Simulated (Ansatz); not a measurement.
**SiNH$_{3}$S$_{2}$: molecular dynamics (part 2 of 2)**

SiNH$_{3}$S$_{2}$, SMILES N[SiH]1SS1; RKS PBE0-D4/def2-SVP (Ansatz 0.2.0). It belongs to a series of runs on one base structure; here: dynamics from the last frame of an earlier run.

Geometry of the input (Å):
```
N  -0.7843  0.8411  -0.1673
Si 0.5303  -0.1306  -0.0400
S  0.7737  -1.3522  1.6839
S  0.2443  -2.2506  -0.1430
H  -0.6790  1.8279  -0.3408
H  -1.7447  0.4798  -0.3698
H  1.8202  0.5184  -0.4079
```

## The program's output, continued
```
md step    91: t =    45.50 fs  T =   257.0 K  F+E_penalty+E_count = -31065.66133698 eV  E_kin = 0.232555 eV  (15 SCF iters, 3 dispersion substeps)
md step    92: t =    46.00 fs  T =   261.2 K  F+E_penalty+E_count = -31065.66086713 eV  E_kin = 0.236365 eV  (20 SCF iters, 3 dispersion substeps)
md step    93: t =    46.50 fs  T =   257.7 K  F+E_penalty+E_count = -31065.65977526 eV  E_kin = 0.233150 eV  (20 SCF iters, 3 dispersion substeps)
md step    94: t =    47.00 fs  T =   249.6 K  F+E_penalty+E_count = -31065.65612409 eV  E_kin = 0.225808 eV  (20 SCF iters, 3 dispersion substeps)
md step    95: t =    47.50 fs  T =   245.9 K  F+E_penalty+E_count = -31065.64949110 eV  E_kin = 0.222536 eV  (20 SCF iters, 3 dispersion substeps)
md step    96: t =    48.00 fs  T =   231.8 K  F+E_penalty+E_count = -31065.64202504 eV  E_kin = 0.209719 eV  (21 SCF iters, 3 dispersion substeps)
md step    97: t =    48.50 fs  T =   224.5 K  F+E_penalty+E_count = -31065.63720763 eV  E_kin = 0.203119 eV  (15 SCF iters)
md step    98: t =    49.00 fs  T =   225.5 K  F+E_penalty+E_count = -31065.63821896 eV  E_kin = 0.204078 eV  (15 SCF iters)
md step    99: t =    49.50 fs  T =   235.7 K  F+E_penalty+E_count = -31065.64598946 eV  E_kin = 0.213241 eV  (15 SCF iters)
these checks for a lower state are left out or cut short: stability, starts, cluster_reference, orbital_swaps, neighbouring_geometries, increment
842 factors; integrals over basis functions are off by at most 5.4e-4 eV
mean field -31065.48039662 eV, -1141.6353476370 hartree, gradient 1.7e-6 eV, S^2 0.000000; 0 other end points of the search recorded, 0 dependent functions left out
the calculation of the forces begins
reference -31065.48041718 eV, -1141.6353483924 hartree; 28, 28 occupied and 55, 55 virtual orbitals, 842 factors
md step   100: t =    50.00 fs  T =   249.9 K  F+E_penalty+E_count = -31065.65834849 eV  E_kin = 0.226093 eV  (15 SCF iters)
```

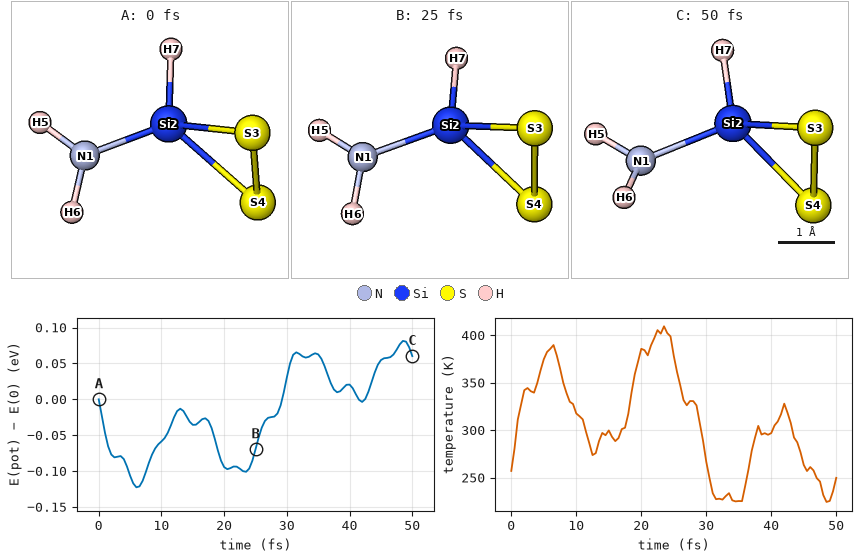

Fig. 1: Frames of the molecular dynamics (ball-and-stick, seen at a tilt) above the curves, on which the letters mark them. The trajectory kept here has 101 frames over 50 fs. The temperature starts at 257 K, ranges from 224 to 409 K and averages 277 K over the second half. The potential energy ends 0.060 eV above its first value. After an unweighted best fit of the last frame on the first, the root-mean-square displacement is 0.29 Å, and H6 has moved furthest (0.49 Å).

```
Total energy: -31065.65836904 eV, -1141.6418880029 hartree
Atom 0 at    -0.661156     0.937462    -0.376302 Å, force     1.952544    -0.728519     0.395790 eV/Å
Atom 1 at     0.640515    -0.173648     0.135531 Å, force    -1.688218     2.044664    -1.090027 eV/Å
Atom 2 at     0.689767    -1.436247     1.796517 Å, force    -0.382712    -0.499141    -0.435024 eV/Å
Atom 3 at     0.222003    -2.169679    -0.343221 Å, force     0.449664    -0.052465     0.856591 eV/Å
Atom 4 at    -0.491005     1.863953    -0.757509 Å, force     0.380832    -0.136662     0.172663 eV/Å
Atom 5 at    -1.584870     0.901563    -0.012863 Å, force    -0.978113    -0.393292     0.330737 eV/Å
Atom 6 at     1.867116     0.609499    -0.105921 Å, force     0.266002    -0.234586    -0.230730 eV/Å
Dipole moment:    -0.114153     0.631215    -0.129935 e Å
Checks for a lower state left out: stability, starts, cluster_reference, orbital_swaps, neighbouring_geometries, increment
```

## Trajectory as extended XYZ (Å, eV, eV/Å), 14 of the 101 frames kept, from step=0 to step=100
```
7
Properties=species:S:1:pos:R:3:forces:R:3 step=0 time_fs=0.0 energy=-31065.71853 temperature=257.1
N    -0.7843    0.8411   -0.1673   -2.7040   0.6411  -0.8698
Si    0.5303   -0.1306   -0.0400    1.6980  -1.9850   0.8418
S     0.7737   -1.3522    1.6839    0.3667   0.4841   1.2344
S     0.2443   -2.2506   -0.1430   -0.2231   0.1082  -1.3503
H    -0.6790    1.8279   -0.3408   -0.1345   0.2794  -0.0642
H    -1.7447    0.4798   -0.3698    1.2743   0.5002   0.4080
H     1.8202    0.5184   -0.4079   -0.2774  -0.0281  -0.1999
7
Properties=species:S:1:pos:R:3:forces:R:3 step=8 time_fs=4.0 energy=-31065.80177 temperature=349.8
N    -0.7966    0.8534   -0.1778    1.1578   1.0890  -0.0771
Si    0.5451   -0.1555   -0.0203   -0.4025  -0.5394   0.5048
S     0.7660   -1.3580    1.6917    0.3735   0.2875   1.3130
S     0.2443   -2.2319   -0.1591   -0.2364  -0.4357  -1.2137
H    -0.6554    1.8334   -0.4022   -0.0361  -0.0637   0.0358
H    -1.6852    0.5385   -0.4521   -1.4649  -0.6179  -0.2450
H     1.7542    0.5105   -0.4452    0.6086   0.2802  -0.3178
7
Properties=species:S:1:pos:R:3:forces:R:3 step=15 time_fs=7.5 energy=-31065.82008 temperature=365.2
N    -0.8023    0.8739   -0.1896   -0.3966  -0.5137  -0.5903
Si    0.5572   -0.1801   -0.0019   -0.7458   1.4239  -0.3131
S     0.7601   -1.3613    1.7039    0.3384   0.0578   1.2358
S     0.2433   -2.2172   -0.1786   -0.2419  -0.9421  -0.9623
H    -0.6386    1.8408   -0.4571   -0.0200  -0.1163   0.0250
H    -1.7276    0.5410   -0.5263    0.9919   0.2443   0.5468
H     1.7568    0.5287   -0.5103    0.0739  -0.1538   0.0581
7
Properties=species:S:1:pos:R:3:forces:R:3 step=23 time_fs=11.5 energy=-31065.75500 temperature=298.3
N    -0.8079    0.8938   -0.2096    1.8115  -0.6833   0.2624
Si    0.5688   -0.1997    0.0174   -0.9312   2.9148  -1.0114
S     0.7543   -1.3651    1.7234    0.2409  -0.1611   0.9176
S     0.2402   -2.2049   -0.2044   -0.2267  -1.3053  -0.5602
H    -0.6136    1.8426   -0.5125   -0.0267  -0.0671  -0.0059
H    -1.6850    0.5558   -0.5553   -0.5318  -0.2534  -0.0263
H     1.7691    0.5193   -0.5751   -0.3359  -0.4445   0.4238
7
Properties=species:S:1:pos:R:3:forces:R:3 step=31 time_fs=15.5 energy=-31065.75388 temperature=293.0
N    -0.7965    0.9072   -0.2272    1.1024  -1.1989   0.0821
Si    0.5757   -0.2030    0.0325   -1.6958   2.5723  -0.7907
S     0.7507   -1.3703    1.7479    0.0780  -0.2528   0.3238
S     0.2352   -2.1989   -0.2328   -0.1577  -1.2368  -0.0599
H    -0.5945    1.8411   -0.5708   -0.0645  -0.0961  -0.0100
H    -1.6893    0.5422   -0.5701    0.3672   0.1615   0.2995
H     1.7448    0.4407   -0.5821    0.3705   0.0507   0.1552
7
Properties=species:S:1:pos:R:3:forces:R:3 step=38 time_fs=19.0 energy=-31065.78986 temperature=358.9
N    -0.7755    0.9104   -0.2403    0.6493  -1.1101   0.0145
Si    0.5733   -0.1932    0.0417   -1.6118   1.6272  -0.4352
S     0.7499   -1.3772    1.7709   -0.0933  -0.1952  -0.3204
S     0.2299   -2.1978   -0.2582   -0.0661  -0.8899   0.3748
H    -0.5812    1.8281   -0.6230   -0.0183   0.0186  -0.0090
H    -1.6824    0.5401   -0.5538    0.5596   0.2151   0.3629
H     1.7657    0.3710   -0.5652    0.5805   0.3343   0.0125
7
Properties=species:S:1:pos:R:3:forces:R:3 step=46 time_fs=23.0 energy=-31065.81855 temperature=401.7
N    -0.7435    0.9034   -0.2545    1.3007   0.2343   0.1258
Si    0.5622   -0.1730    0.0508    0.2298   0.4529  -0.3993
S     0.7494   -1.3858    1.7967   -0.2870  -0.0570  -0.9979
S     0.2233   -2.1999   -0.2852    0.0611  -0.3364   0.8019
H    -0.5700    1.8031   -0.6898    0.0414  -0.0141   0.0980
H    -1.6436    0.5506   -0.4901   -0.8590  -0.3964  -0.0160
H     1.8586    0.3314   -0.5413   -0.4870   0.1166   0.3874
7
Properties=species:S:1:pos:R:3:forces:R:3 step=54 time_fs=27.0 energy=-31065.74432 temperature=326.3
N    -0.7022    0.8939   -0.2702   -1.9582   0.2336  -0.4569
Si    0.5531   -0.1514    0.0570    1.4852  -1.3382   0.2084
S     0.7476   -1.3948    1.8184   -0.4508   0.0704  -1.5106
S     0.2184   -2.2027   -0.3098    0.1899   0.1610   1.1250
H    -0.5525    1.7750   -0.7437   -0.0125   0.1189   0.0468
H    -1.6722    0.5255   -0.4119    1.2760   0.5121   0.3277
H     1.8885    0.3110   -0.4719   -0.5296   0.2422   0.2596
7
Properties=species:S:1:pos:R:3:forces:R:3 step=62 time_fs=31.0 energy=-31065.65654 temperature=233.6
N    -0.6751    0.8880   -0.2902    0.0536   1.7231  -0.3630
Si    0.5527   -0.1371    0.0639    1.3791  -2.6605   0.9373
S     0.7440   -1.4034    1.8341   -0.5639   0.1407  -1.8085
S     0.2145   -2.2044   -0.3295    0.3085   0.5056   1.3306
H    -0.5446    1.7598   -0.7868   -0.0867   0.0547   0.0972
H    -1.5955    0.5422   -0.2914   -1.5498  -0.3302   0.0019
H     1.8537    0.3260   -0.3742    0.4593   0.5666  -0.1954
7
Properties=species:S:1:pos:R:3:forces:R:3 step=69 time_fs=34.5 energy=-31065.65443 temperature=225.1
N    -0.6561    0.8954   -0.3094   -2.5248   0.2570   0.1707
Si    0.5596   -0.1358    0.0733    1.6201  -2.3901   0.8035
S     0.7383   -1.4103    1.8400   -0.6067   0.1325  -1.8598
S     0.2119   -2.2031   -0.3423    0.4025   0.6196   1.3941
H    -0.5477    1.7583   -0.8119   -0.1160   0.3356  -0.0574
H    -1.6303    0.5422   -0.1871    1.0321   0.7352  -0.2970
H     1.8700    0.3981   -0.3066    0.1929   0.3102  -0.1540
7
Properties=species:S:1:pos:R:3:forces:R:3 step=77 time_fs=38.5 energy=-31065.70730 temperature=295.5
N    -0.6536    0.9090   -0.3321   -0.0316   0.4972   0.0421
Si    0.5763   -0.1451    0.0890    1.5376  -0.6948   0.0897
S     0.7295   -1.4171    1.8377   -0.5899   0.0494  -1.7059
S     0.2114   -2.1986   -0.3505    0.4779   0.5754   1.3610
H    -0.5679    1.7863   -0.8365    0.0152  -0.1647   0.2557
H    -1.5847    0.6225   -0.1053   -0.7833   0.0785  -0.0804
H     1.9073    0.5148   -0.2497   -0.6258  -0.3411   0.0378
7
Properties=species:S:1:pos:R:3:forces:R:3 step=85 time_fs=42.5 energy=-31065.71811 temperature=318.4
N    -0.6539    0.9253   -0.3556   -0.4351  -0.7548   0.8684
Si    0.6013   -0.1584    0.1069   -0.0201   0.6582  -0.4274
S     0.7179   -1.4232    1.8286   -0.5348  -0.1168  -1.3750
S     0.2132   -2.1904   -0.3533    0.5159   0.3989   1.2573
H    -0.5862    1.8099   -0.8352    0.3299   0.1421   0.0791
H    -1.6070    0.7317   -0.0359    0.3140   0.0672  -0.3106
H     1.8730    0.5833   -0.1855   -0.1699  -0.3949  -0.0918
7
Properties=species:S:1:pos:R:3:forces:R:3 step=92 time_fs=46.0 energy=-31065.66087 temperature=261.2
N    -0.6568    0.9344   -0.3695   -0.3147  -0.7708   1.0212
Si    0.6233   -0.1679    0.1216   -1.6324   1.1754  -0.6730
S     0.7057   -1.4287    1.8152   -0.4701  -0.3099  -0.9626
S     0.2165   -2.1806   -0.3508    0.5072   0.1908   1.1018
H    -0.5660    1.8429   -0.8165    0.4359  -0.1708   0.2230
H    -1.6186    0.8224   -0.0080    0.7401  -0.1295  -0.4018
H     1.8293    0.5954   -0.1305    0.7341   0.0148  -0.3085
7
Properties=species:S:1:pos:R:3:forces:R:3 step=100 time_fs=50.0 energy=-31065.65835 temperature=249.9
N    -0.6612    0.9375   -0.3763    1.9525  -0.7285   0.3958
Si    0.6405   -0.1736    0.1355   -1.6882   2.0447  -1.0900
S     0.6898   -1.4362    1.7965   -0.3827  -0.4991  -0.4350
S     0.2220   -2.1697   -0.3432    0.4497  -0.0525   0.8566
H    -0.4910    1.8640   -0.7575    0.3808  -0.1367   0.1727
H    -1.5849    0.9016   -0.0129   -0.9781  -0.3933   0.3307
H     1.8671    0.6095   -0.1059    0.2660  -0.2346  -0.2307
```

## Results in brief

- outcome: finished
- mean temperature over the second half: 277 K
- trajectory: 100 steps, 50 fs
- ensemble: nvt_langevin
- temperature in the input: 300.0 K
- time step: 0.5 fs
- potential energy (last step): −31065.6584 eV
- mean-field energy (last step): −31065.4804 eV
- largest force (length of the vector) (last step): 2.867 eV/Å
- wall time: 88 s
- peak memory: 0.16 GiB

## Remarks

So short a trajectory is not equilibrated. The logged temperature at the start can lie below the typed one, since it is counted over all degrees of freedom.
